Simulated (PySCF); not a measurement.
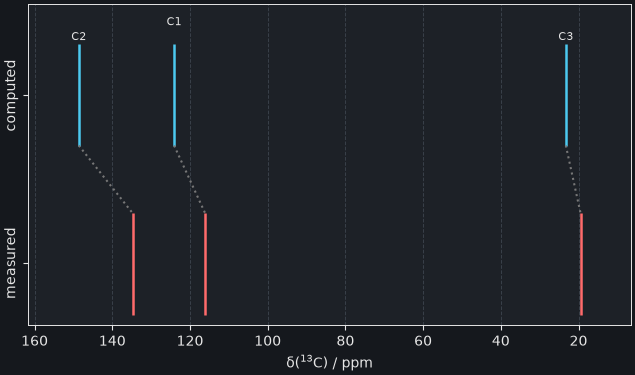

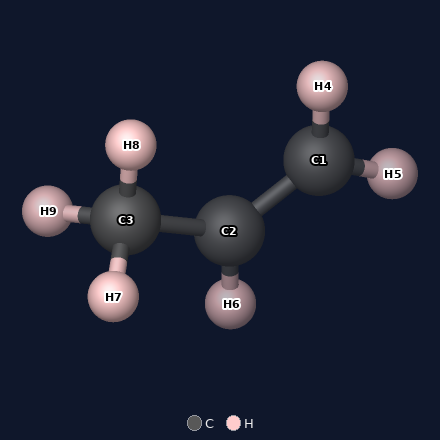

¹³C shifts of C₃H₆, SMILES C=CC against TMS: GIAO B3LYP/pcSseg-2 (PySCF) for one gas-phase conformer (PBE0-D3(BJ)/def2-SVP, like atoms averaged; labels name one atom of each set) above, published measurements (CD3CN) below; dotted lines join the same nuclei. Only nuclei with a measured value are shown, one named for each set of like atoms.

Q: Is the order of the signals reproduced?

A: Yes, no dotted lines cross.

Q: Give the values.

A:
| nucleus | computed | measured |
| --- | --- | --- |
| C2 | 148.6 | 134.8 |
| C1 | 124.1 | 116.1 |
| C3 | 23.3 | 19.5 |
